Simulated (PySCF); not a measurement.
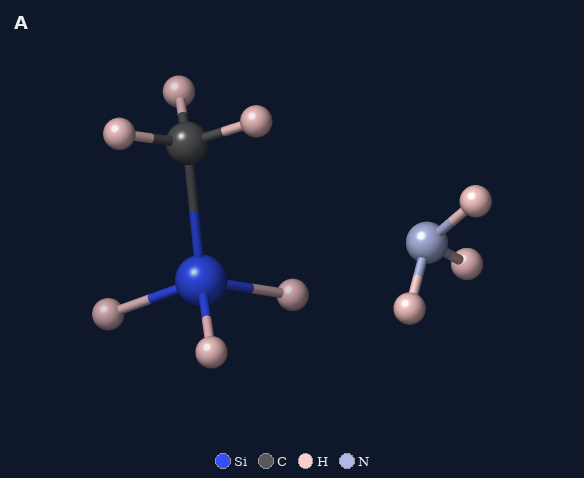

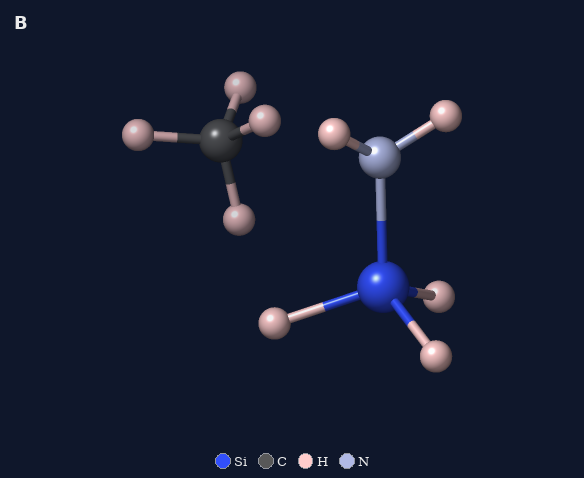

2 stationary structures of one formula. Geometries: PBE0-D4/def2-TZVP. Electronic energies: CCSD(T)/CBS (MP2 limit from def2-TZVPP and def2-QZVPP plus CCSD(T) − MP2) (PySCF 2.14.0), without zero-point energy. No frequency run is at hand to confirm each as a minimum. Each is one conformer, not always the lowest.

> Rank them by energy, lowest first.

B is lowest; A lies 41.9 kJ/mol above it.
